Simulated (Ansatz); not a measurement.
# CHCl3 (chloroform) at HF/3-21G

Aim: the vertical singlet–triplet gap of CHCl3 (chloroform) at HF/3-21G, from 2 runs. 

The calculation is run with Ansatz 0.2.0.

47 further runs of the same task are left out: 2 that didn't finish, 45 set aside as unsound or not needed.

### 1 The molecule

CHCl3 has 5 atoms, charge 0, and is taken as a singlet. As SMILES, `ClC(Cl)Cl`. Geometry: relaxed at PBE0-D4/def2-TZVP.

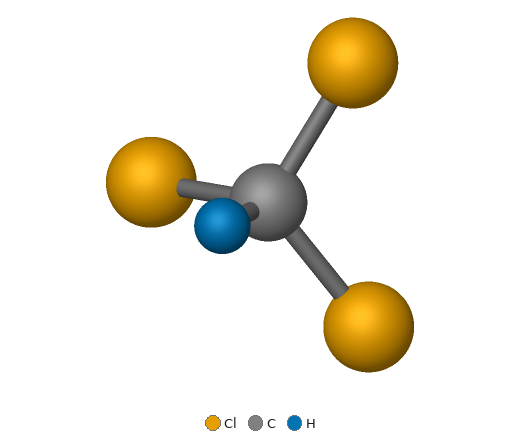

Viewed from a chosen angle; chlorine amber, carbon grey, hydrogen blue.

### 2 A single-point energy at HF/3-21G

run.yaml

```yaml
basis:
  gaussian:
    orbitals: 3-21G.json
crystal:
  periodic: [false, false, false]
  atoms:
    - {symbol: Cl, position_ang: [-0.671480, 0.393200, 1.545220]}
    - {symbol: C, position_ang: [0.050100, 0.086910, -0.029470]}
    - {symbol: Cl, position_ang: [1.233860, -1.211460, 0.056410]}
    - {symbol: Cl, position_ang: [-1.182490, -0.256800, -1.236530]}
    - {symbol: H, position_ang: [0.570000, 0.988150, -0.335650]}
magnetization:
  spin_polarized: false
hamiltonian:
  xc: hf
accuracy: high
output: {orbitals: {seedname: orbitals}}
```

The basis set 3-21G is read from a file made from the Basis Set Exchange's data (not shown).

Launch:

```sh
$ ansatz run run.yaml --threads 1 --pin off --max-ram 3480MiB --events-out events.jsonl --progress --plain --runs-dir runs
```

The program printed:

```text
Warning: RAYON_NUM_THREADS=1 ignored (pool sized by the plan → 1); use --threads N
Functional definition: HF
  name "HF"
  exchange = exact_x
  correlation = 0
1131 factors; integrals over basis functions are off by at most 7.3e-9 eV
mean field evaluation 1: about -38366.7687 eV, gradient 3.0e1 eV
mean field evaluation 2: about -38367.0974 eV, gradient 3.0e1 eV
mean field evaluation 4: about -38370.0964 eV, gradient 1.9e0 eV
mean field evaluation 8: about -38370.1212 eV, gradient 9.7e-2 eV
mean field evaluation 16: about -38370.1213 eV, gradient 2.6e-8 eV
mean field -38370.12130826 eV, -1410.0759498761 hartree, gradient 2.6e-8 eV, S^2 0.000000; 0 other end points of the search recorded, 0 dependent functions left out
reference -38370.12130826 eV, -1410.0759498761 hartree; 29, 29 occupied and 21, 21 virtual orbitals, 1131 factors
Total energy: -38370.12130826 eV, -1410.0759498761 hartree
```

Run time: 0.58 s. Hardware: 1 thread of Arm Neoverse V2, shared host; peak memory 0.12 GiB.

### 3 The triplet, same level

run.yaml: that of step 2 with these lines changed.

```diff
@@ -1,4 +1 @@
-basis:
-  gaussian:
-    orbitals: 3-21G.json
 crystal:
@@ -11,6 +8,6 @@
     - {symbol: H, position_ang: [0.570000, 0.988150, -0.335650]}
-magnetization:
-  spin_polarized: false
-hamiltonian:
-  xc: hf
+basis:
+  gaussian: {orbitals: 3-21G.json}
+magnetization: {spin_polarized: true, initial_magnetization: 2}
+hamiltonian: {xc: hf}
 accuracy: high
```

The basis set 3-21G is read from a file made from the Basis Set Exchange's data (not shown).

Launch:

```sh
$ ansatz run run.yaml --threads 1 --pin off --max-ram 3480MiB --events-out events.jsonl --progress --plain --runs-dir runs
```

The program printed (excerpt; [...] marks lines left out):

```text
Warning: RAYON_NUM_THREADS=1 ignored (pool sized by the plan → 1); use --threads N
Functional definition: HF
  name "HF"
[...]
1131 factors; integrals over basis functions are off by at most 7.3e-9 eV
[...]
mean field -38363.62360295 eV, -1409.8371636102 hartree, gradient 3.1e-8 eV, S^2 2.009669; 8 other end points of the search recorded, 0 dependent functions left out
reference -38363.62360295 eV, -1409.8371636102 hartree; 30, 28 occupied and 20, 22 virtual orbitals, 1131 factors
Total energy: -38363.62360295 eV, -1409.8371636102 hartree
```

Wall time 11 s (1 thread of Arm Neoverse V2, shared host); peak memory 0.19 GiB.

### 4 Outcome

Level: HF/3-21G.

```
                                        quantity           value
                           singlet: total energy  -1410.07595 Eh
                            singlet: HOMO energy       -12.61 eV
                            singlet: LUMO energy         3.19 eV
                          singlet: HOMO–LUMO gap        15.80 eV
                           triplet: total energy  -1409.83716 Eh
     triplet: HOMO energy (highest over α and β)        -6.41 eV
      triplet: LUMO energy (lowest over α and β)        -2.75 eV
                                   triplet: ⟨S²⟩           2.010
vertical energy of the triplet above the singlet        6.498 eV
```

In words: At this shape the triplet lies 6.50 eV (627 kJ/mol) above the singlet.
